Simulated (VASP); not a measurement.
Band structure of ZrSi2 (sg63). Method: r2SCAN meta-GGA, VASP's PBE PAW potentials (set 64) (plane waves; VASP).

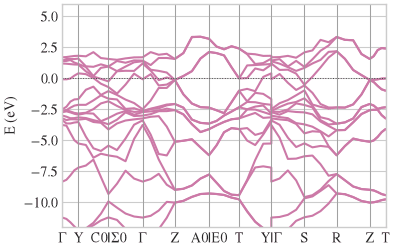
Figure: Bands along high-symmetry lines, zero at the valence-band maximum or, without a gap, the Fermi level

Task: Read the plot: is there a gap, and where are the band edges?

Result: It has no gap at this level: it comes out as a metal or semimetal.

The compound is ZrSi2 in the sg63 structure. It was relaxed first.
